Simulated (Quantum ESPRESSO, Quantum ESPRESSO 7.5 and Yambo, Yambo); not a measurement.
**CdSe (F-43m): G0W0 with Yambo, start to end**

How does a plane-wave GW calculation on CdSe (F-43m) run from the first input to the gap?

Method: PBE and many-body steps on it, plane waves, in Quantum ESPRESSO 7.5 and Yambo 5.3.0.

**What was measured.**

- Gap 1.69 ± 0.02 eV: direct gap from (alpha E)^2 extrapolation; spectroscopic ellipsometry; 300 K; film (fully relaxed MBE film, 304 nm) on GaAs(100) (“Band gap bowing of binary alloys: Experimental results compared to theoretical tight-binding supercell calculations for CdZnSe”, 2010, arxiv:1007.2297).

## 1. The structure

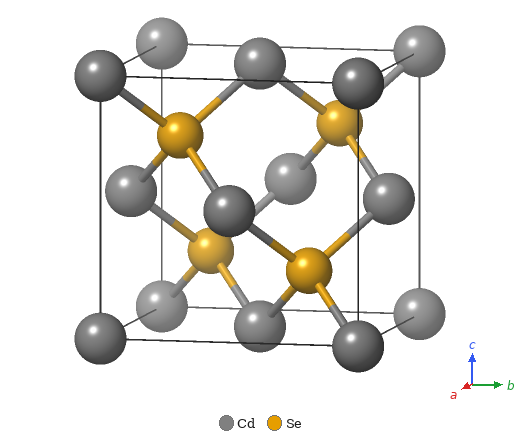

Start, viewed slightly off an axis; cadmium grey, selenium orange. This picture shows the conventional cell, with its axes. Bonds to atoms that aren't drawn are left out. Some periodic images of atoms are drawn too.

The lattice is a measured one from papers, the positions are the Materials Project's; both are kept fixed.

## 2. Ground state

This step: Quantum ESPRESSO 7.5; DFT, PBE, plane waves, norm-conserving pseudopotentials.

The ground-state density comes first.

File pw.in:

```
&control
  calculation = 'scf'
  prefix = 'x'
  outdir = 'o'
  pseudo_dir = 'pseudo'
/
&system
  ibrav = 0
  nat = 2
  ntyp = 2
  ecutwfc = 104.0
  nbnd = 27
  force_symmorphic = .true.
/
&electrons
  conv_thr = 1e-10
  electron_maxstep = 80
  mixing_beta = 0.5
/
ATOMIC_SPECIES
  Cd 112.41 Cd.upf
  Se 78.971 Se.upf
CELL_PARAMETERS angstrom
  -0.0000000000 3.0250000000 3.0250000000
  3.0250000000 0.0000000000 3.0250000000
  3.0250000000 3.0250000000 -0.0000000000
ATOMIC_POSITIONS crystal
  Cd 0.0000000000 0.0000000000 0.0000000000
  Se 0.7500000000 0.7500000000 0.7500000000
K_POINTS automatic
  6 6 6 0 0 0
```

Launch:

```
$ OMP_NUM_THREADS=1 mpirun -n 4 pw.x -nk 4 -in pw.in > pw.out
```

The program printed:

```text
Program PWSCF v.7.5 starts

     This program is part of the open-source Quantum ESPRESSO suite
     for quantum simulation of materials; please cite
         "P. Giannozzi et al., J. Phys.:Condens. Matter 21 395502 (2009);
         "P. Giannozzi et al., J. Phys.:Condens. Matter 29 465901 (2017);
         "P. Giannozzi et al., J. Chem. Phys. 152 154105 (2020);
     in publications or presentations arising from this work. More details at
     Message from routine setup:
     using ibrav=0 with symmetry is DISCOURAGED, use correct ibrav instead

     G-vector sticks info

     bravais-lattice index     =            0
     lattice parameter (alat)  =       8.0842  a.u.
     unit-cell volume          =     373.5964 (a.u.)^3
     number of atoms/cell      =            2
     number of atomic types    =            2
     number of electrons       =        44.00
     number of Kohn-Sham states=           27
     kinetic-energy cutoff     =     104.0000  Ry
     charge density cutoff     =     416.0000  Ry
     scf convergence threshold =      1.0E-10
     mixing beta               =       0.5000
     number of iterations used =            8  plain     mixing
     Exchange-correlation= PBE
                           (   1   4   3   4   0   0   0)

     celldm(1)=   8.084241  celldm(2)=   0.000000  celldm(3)=   0.000000
     celldm(4)=   0.000000  celldm(5)=   0.000000  celldm(6)=   0.000000

     crystal axes: (cart. coord. in units of alat)
               a(1) = (  -0.000000   0.707107   0.707107 )
               a(2) = (   0.707107   0.000000   0.707107 )
               a(3) = (   0.707107   0.707107  -0.000000 )

     reciprocal axes: (cart. coord. in units 2 pi/alat)
               b(1) = ( -0.707107  0.707107  0.707107 )
               b(2) = (  0.707107 -0.707107  0.707107 )
               b(3) = (  0.707107  0.707107 -0.707107 )
     Pseudo is Norm-conserving + core correction, Zval = 20.0
     Generated using ONCVPSP code by D. R. Hamann
     Using radial grid of 1368 points,  6 beta functions with:
     Pseudo is Norm-conserving + core correction, Zval = 24.0
     Generated using ONCVPSP code by D. R. Hamann
     Using radial grid of 1214 points,  6 beta functions with:
     Cd               20.00   112.41000     Cd( 1.00)
     Se               24.00    78.97100     Se( 1.00)

     24 Sym. Ops. (no inversion) found

   Cartesian axes

     site n.     atom                  positions (alat units)
         1        Cd     tau(   1) = (   0.0000000   0.0000000   0.0000000  )
         2        Se     tau(   2) = (   1.0606602   1.0606602   1.0606602  )

     number of k points=    16
                       cart. coord. in units 2pi/alat
        k(    1) = (   0.0000000   0.0000000   0.0000000), wk =   0.0092593
        k(    2) = (   0.1178511   0.1178511  -0.1178511), wk =   0.0740741
        k(    3) = (   0.2357023   0.2357023  -0.2357023), wk =   0.0740741
        k(    4) = (  -0.3535534  -0.3535534   0.3535534), wk =   0.0370370
        k(    5) = (   0.2357023   0.0000000  -0.0000000), wk =   0.0555556
        k(    6) = (   0.3535534   0.1178511  -0.1178511), wk =   0.2222222
        k(    7) = (  -0.2357023  -0.4714045   0.4714045), wk =   0.2222222
        k(    8) = (  -0.1178511  -0.3535534   0.3535534), wk =   0.2222222
        k(    9) = (   0.0000000  -0.2357023   0.2357023), wk =   0.1111111
        k(   10) = (   0.4714045   0.0000000  -0.0000000), wk =   0.0555556
     [... 4 further rows ...]
        k(   15) = (  -0.1178511  -0.3535534   0.5892557), wk =   0.2222222
        k(   16) = (  -0.7071068   0.2357023   0.0000000), wk =   0.1111111

     Dense  grid:    53497 G-vectors     FFT dimensions: (  54,  54,  54)

     Initial potential from superposition of free atoms

     starting charge      43.9997, renormalised to      44.0000
     Starting wfcs are   23 randomized atomic wfcs +    4 random wfcs

     per-process dynamical memory:    47.3 Mb

     Self-consistent Calculation

     iteration #  1     ecut=   104.00 Ry     beta= 0.50

     Threshold (ethr) on eigenvalues was too large:
     Diagonalizing with lowered threshold

     total energy              =   -1027.25810268 Ry
     estimated scf accuracy    <       0.08484266 Ry

     iteration #  2     ecut=   104.00 Ry     beta= 0.50

     total energy              =   -1027.27848738 Ry
     estimated scf accuracy    <       0.00829394 Ry

     iteration #  3     ecut=   104.00 Ry     beta= 0.50

     total energy              =   -1027.27978330 Ry
     estimated scf accuracy    <       0.00089064 Ry

     iteration #  4     ecut=   104.00 Ry     beta= 0.50

     total energy              =   -1027.27986490 Ry
     estimated scf accuracy    <       0.00004856 Ry

     iteration #  5     ecut=   104.00 Ry     beta= 0.50

     total energy              =   -1027.27986949 Ry
     estimated scf accuracy    <       0.00000467 Ry

     iteration #  6     ecut=   104.00 Ry     beta= 0.50

     total energy              =   -1027.27987037 Ry
     estimated scf accuracy    <       0.00000021 Ry

     iteration #  7     ecut=   104.00 Ry     beta= 0.50

     total energy              =   -1027.27987041 Ry
     estimated scf accuracy    <       0.00000010 Ry

     iteration #  8     ecut=   104.00 Ry     beta= 0.50

     total energy              =   -1027.27987042 Ry
     estimated scf accuracy    <          1.4E-09 Ry

     iteration #  9     ecut=   104.00 Ry     beta= 0.50

     total energy              =   -1027.27987042 Ry
     estimated scf accuracy    <          8.5E-10 Ry

     iteration # 10     ecut=   104.00 Ry     beta= 0.50

     End of self-consistent calculation

          k = 0.0000 0.0000 0.0000 (  6735 PWs)   bands (ev):

  -198.7238-138.2020-138.2020-138.2020 -93.3811 -54.4431 -54.4431 -54.4431
   -38.3758 -38.3758 -38.3758 -38.3721 -38.3721  -4.3449   0.3513   0.3513
     0.3513   0.7425   0.7425   8.3376   8.3376   8.3376   8.9804  14.2838
    14.2838  14.2838  18.2020

          k = 0.1179 0.1179-0.1179 (  6657 PWs)   bands (ev):

  -198.7238-138.2020-138.2020-138.2020 -93.3811 -54.4431 -54.4431 -54.4431
   -38.3758 -38.3758 -38.3758 -38.3721 -38.3721  -4.2492   0.3814   0.3814
     0.4409   0.7415   0.7415   6.6175   8.1214   8.1214  10.2871  14.0576
    14.6139  14.6139  18.5041

          k = 0.2357 0.2357-0.2357 (  6724 PWs)   bands (ev):

  -198.7238-138.2020-138.2020-138.2020 -93.3811 -54.4433 -54.4431 -54.4431
   -38.3759 -38.3758 -38.3758 -38.3720 -38.3720  -4.0548   0.4314   0.4314
     0.7529   0.7529   0.7530   4.7606   7.7397   7.7397  10.7755  14.8624
    14.8624  14.9469  18.2155

          k =-0.3536-0.3536 0.3536 (  6658 PWs)   bands (ev):

     [... further k-points ...]

     highest occupied, lowest unoccupied level (ev):     8.3376    8.9804

!    total energy              =   -1027.27987042 Ry
     estimated scf accuracy    <          6.4E-11 Ry

     The total energy is the sum of the following terms:
     one-electron contribution =    -880.94886381 Ry
     hartree contribution      =     418.60470941 Ry
     xc contribution           =    -106.19733478 Ry
     ewald contribution        =    -458.73838124 Ry

     convergence has been achieved in  10 iterations

     XML data file, charge density, pseudopotentials, collected wavefunctions

=------------------------------------------------------------------------------=
   JOB DONE.
=------------------------------------------------------------------------------=
```

It took 31 s on 4 MPI ranks of AMD EPYC 7571, shared host; peak memory 0.43 GiB.

Numbers from this step:

```
total energy               : -13976.8547 eV
gap                        : 0.6427 eV
k of the valence top       : 0, 0, 0
k of the conduction bottom : 0, 0, 0
least direct gap           : 0.6427 eV
```

The gap is direct, at Γ.

## 3. Bands along the symmetry lines

Levels along a band path, at the cheap level, show where the edges lie and whether the meshes to come will hold them.

File pw.in:

```
&control
  calculation = 'bands'
  prefix = 'x'
  outdir = 'o'
  pseudo_dir = 'pseudo'
/
&system
  ibrav = 0
  nat = 2
  ntyp = 2
  ecutwfc = 104.0
  nbnd = 28
  force_symmorphic = .true.
/
&electrons
  conv_thr = 1e-9
  electron_maxstep = 80
  diago_full_acc = .true.
  diago_thr_init = 5e-6
/
ATOMIC_SPECIES
  Cd 112.41 Cd.upf
  Se 78.971 Se.upf
CELL_PARAMETERS angstrom
  -0.0000000000 3.0250000000 3.0250000000
  3.0250000000 0.0000000000 3.0250000000
  3.0250000000 3.0250000000 -0.0000000000
ATOMIC_POSITIONS crystal
  Cd 0.0000000000 0.0000000000 0.0000000000
  Se 0.7500000000 0.7500000000 0.7500000000
K_POINTS crystal
  50
  0.00000000 0.00000000 0.00000000 1
  -0.06250000 -0.06250000 0.00000000 1
  -0.12500000 -0.12500000 0.00000000 1
  -0.18750000 -0.18750000 0.00000000 1
  -0.25000000 -0.25000000 0.00000000 1
  -0.31250000 -0.31250000 0.00000000 1
  -0.37500000 -0.37500000 0.00000000 1
  -0.43750000 -0.43750000 0.00000000 1
  -0.50000000 -0.50000000 0.00000000 1
  -0.48437500 -0.48437500 0.03125000 1
  -0.46875000 -0.46875000 0.06250000 1
  -0.45312500 -0.45312500 0.09375000 1
  -0.43750000 -0.43750000 0.12500000 1
  -0.42187500 -0.42187500 0.15625000 1
  -0.40625000 -0.40625000 0.18750000 1
  -0.39062500 -0.39062500 0.21875000 1
  -0.37500000 -0.37500000 0.25000000 1
  -0.37500000 0.00000000 0.37500000 1
  -0.32812500 0.00000000 0.32812500 1
  -0.28125000 0.00000000 0.28125000 1
  -0.23437500 0.00000000 0.23437500 1
  -0.18750000 0.00000000 0.18750000 1
  -0.14062500 0.00000000 0.14062500 1
  -0.09375000 0.00000000 0.09375000 1
  -0.04687500 0.00000000 0.04687500 1
  0.00000000 0.00000000 0.00000000 1
  0.00000000 0.00000000 0.06250000 1
  0.00000000 0.00000000 0.12500000 1
  0.00000000 0.00000000 0.18750000 1
  0.00000000 0.00000000 0.25000000 1
  0.00000000 0.00000000 0.31250000 1
  0.00000000 0.00000000 0.37500000 1
  0.00000000 0.00000000 0.43750000 1
  -0.00000000 -0.00000000 0.50000000 1
  -0.06250000 -0.03125000 0.46875000 1
  -0.12500000 -0.06250000 0.43750000 1
  -0.18750000 -0.09375000 0.40625000 1
  -0.25000000 -0.12500000 0.37500000 1
  -0.31250000 -0.15625000 0.34375000 1
  -0.37500000 -0.18750000 0.31250000 1
  -0.43750000 -0.21875000 0.28125000 1
  -0.50000000 -0.25000000 0.25000000 1
  -0.50000000 -0.28125000 0.21875000 1
  -0.50000000 -0.31250000 0.18750000 1
  -0.50000000 -0.34375000 0.15625000 1
  -0.50000000 -0.37500000 0.12500000 1
  -0.50000000 -0.40625000 0.09375000 1
  -0.50000000 -0.43750000 0.06250000 1
  -0.50000000 -0.46875000 0.03125000 1
  -0.50000000 -0.50000000 0.00000000 1
```

The program printed:

```text
[banner, memory and clock lines left out]
Program PWSCF v.7.5 starts

     Atomic positions and unit cell read from directory:
     o/x.save/

     Message from routine setup:
     using ibrav=0 with symmetry is DISCOURAGED, use correct ibrav instead

     G-vector sticks info

     bravais-lattice index     =            0
     lattice parameter (alat)  =       8.0842  a.u.
     unit-cell volume          =     373.5964 (a.u.)^3
     number of atoms/cell      =            2
     number of atomic types    =            2
     number of electrons       =        44.00
     number of Kohn-Sham states=           28
     kinetic-energy cutoff     =     104.0000  Ry
     charge density cutoff     =     416.0000  Ry
     Exchange-correlation= PBE
                           (   1   4   3   4   0   0   0)

     celldm(1)=   8.084241  celldm(2)=   0.000000  celldm(3)=   0.000000
     celldm(4)=   0.000000  celldm(5)=   0.000000  celldm(6)=   0.000000

     crystal axes: (cart. coord. in units of alat)
               a(1) = (  -0.000000   0.707107   0.707107 )
               a(2) = (   0.707107   0.000000   0.707107 )
               a(3) = (   0.707107   0.707107  -0.000000 )

     reciprocal axes: (cart. coord. in units 2 pi/alat)
               b(1) = ( -0.707107  0.707107  0.707107 )
               b(2) = (  0.707107 -0.707107  0.707107 )
               b(3) = (  0.707107  0.707107 -0.707107 )
     Pseudo is Norm-conserving + core correction, Zval = 20.0
     Generated using ONCVPSP code by D. R. Hamann
     Using radial grid of 1368 points,  6 beta functions with:
     Pseudo is Norm-conserving + core correction, Zval = 24.0
     Generated using ONCVPSP code by D. R. Hamann
     Using radial grid of 1214 points,  6 beta functions with:
     Cd               20.00   112.41000     Cd( 1.00)
     Se               24.00    78.97100     Se( 1.00)

     24 Sym. Ops. (no inversion) found

   Cartesian axes

     site n.     atom                  positions (alat units)
         1        Cd     tau(   1) = (   0.0000000   0.0000000   0.0000000  )
         2        Se     tau(   2) = (   1.0606602   1.0606602   1.0606602  )

     number of k points=    50
                       cart. coord. in units 2pi/alat
        k(    1) = (   0.0000000   0.0000000   0.0000000), wk =   0.0400000
        k(    2) = (   0.0000000   0.0000000  -0.0883883), wk =   0.0400000
        k(    3) = (   0.0000000   0.0000000  -0.1767767), wk =   0.0400000
[...]
[... 38 further rows ...]
        k(   49) = (   0.0441942  -0.0000000  -0.7071068), wk =   0.0400000
        k(   50) = (   0.0000000   0.0000000  -0.7071068), wk =   0.0400000

     Dense  grid:    53497 G-vectors     FFT dimensions: (  54,  54,  54)

     The potential is recalculated from file :
     o/x.save/charge-density

     Starting wfcs are   23 randomized atomic wfcs +    5 random wfcs

     Band Structure Calculation

     End of band structure calculation

          k = 0.0000 0.0000 0.0000 (  6735 PWs)   bands (ev):

  -198.7240-138.2021-138.2021-138.2021 -93.3810 -54.4430 -54.4430 -54.4430
   -38.3759 -38.3759 -38.3759 -38.3722 -38.3722  -4.3449   0.3513   0.3513
     0.3513   0.7425   0.7425   8.3376   8.3376   8.3376   8.9804  14.2838
    14.2838  14.2838  18.2021  19.5140

          k = 0.0000 0.0000-0.0884 (  6703 PWs)   bands (ev):

  -198.7240-138.2021-138.2021-138.2021 -93.3810 -54.4431 -54.4430 -54.4430
   -38.3759 -38.3759 -38.3759 -38.3722 -38.3722  -4.3256   0.3603   0.3603
[...]
14.4178  14.4178  18.4806  18.7428

          k = 0.0000 0.0000-0.1768 (  6667 PWs)   bands (ev):

  -198.7240-138.2021-138.2021-138.2021 -93.3810 -54.4431 -54.4431 -54.4431
[...]
14.7920  14.7920  17.5571  19.4345

          k = 0.0000 0.0000-0.2652 (  6679 PWs)   bands (ev):

[...]
k =-0.0000-0.0000-0.4419 (  6698 PWs)   bands (ev):

[...]
k =-0.0000-0.0000-0.6187 (  6710 PWs)   bands (ev):

[...]
k = 0.5303-0.0000-0.5303 (  6713 PWs)   bands (ev):

[...]
k = 0.3977-0.0000-0.3977 (  6681 PWs)   bands (ev):

[...]
k = 0.2652-0.0000-0.2652 (  6691 PWs)   bands (ev):

[...]
k = 0.0000 0.0000 0.0000 (  6735 PWs)   bands (ev):

[...]
k = 0.1326 0.0000-0.7071 (  6698 PWs)   bands (ev):

[...]
k = 0.0884-0.0000-0.7071 (  6702 PWs)   bands (ev):

[...]
k = 0.0442-0.0000-0.7071 (  6728 PWs)   bands (ev):

  -198.7240-138.2021-138.2021-138.2021 -93.3810 -54.4433 -54.4432 -54.4432
[...]
17.4583  18.4621  18.6722  20.7749

          k = 0.0000 0.0000-0.7071 (  6710 PWs)   bands (ev):

  -198.7240-138.2021-138.2021-138.2021 -93.3810 -54.4433 -54.4432 -54.4432
   -38.3761 -38.3759 -38.3759 -38.3722 -38.3721  -3.8344   0.5465   0.6254
     0.6254   0.8038   1.1170   4.1894   6.4334   6.4334  11.4600  12.1219
    17.5115  18.6566  18.6566  20.6934

     XML data file, pseudopotentials, collected wavefunctions
```

It took 20 s on 4 MPI ranks; peak memory 0.33 GiB; 77 s of CPU time.

This step gave:

```
gap                        : 0.6427 eV
k of the valence top       : 0, 0, 0
k of the conduction bottom : 0, 0, 0
least direct gap           : 0.6427 eV
```

The gap is 0.643 eV, as in the run before at this level.

Electronic bands along the path, in eV, zero at the top of the highest filled band:

```tsv
point	band 19	band 20	band 21	band 22	band 23	band 24	band 25	band 26
Γ	-7.60	0.00	0.00	0.00	0.64	5.95	5.95	5.95
X	-7.22	-4.15	-1.90	-1.90	3.12	3.78	9.17	10.32
U	-7.13	-4.09	-2.59	-1.56	3.72	5.20	8.31	8.65
jump to K	-7.13	-4.09	-2.59	-1.56	3.72	5.20	8.31	8.65
Γ	-7.60	0.00	0.00	0.00	0.64	5.95	5.95	5.95
L	-7.29	-4.48	-0.77	-0.77	2.42	6.46	6.46	7.46
W	-7.09	-4.06	-2.29	-2.27	5.11	5.22	6.51	7.61
X	-7.22	-4.15	-1.90	-1.90	3.12	3.78	9.17	10.32
```

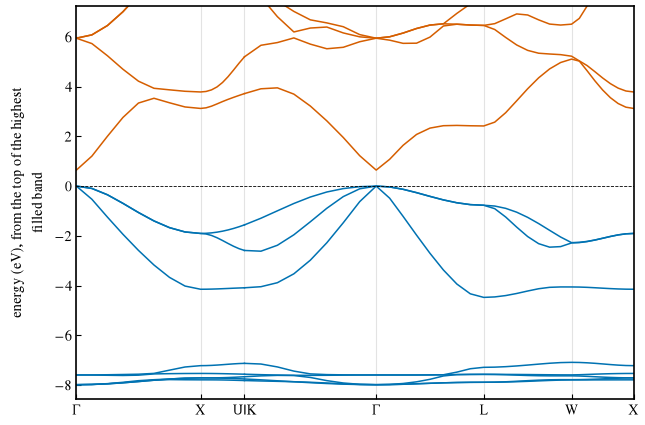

Electronic bands along the path; lines of filled and empty bands in two colours.

(Part 1 of 3 ends here.)

[Paths, hosts, dates, memory and timing lines, banners, echoed tables and standing remarks are left out of the program output.]

[Logs are printed without paths, hosts, clocks, repeated set-up lines and the standing remarks that a program may print on its own settings, such as how far it seeks lower states.]

[Runs of the session that timed out or met a known fault of the program may be left out.]

[Hosts, paths, dates, database ids (printed as entryN), source tags and the programs' standing remarks are cut or masked in the printed files.]
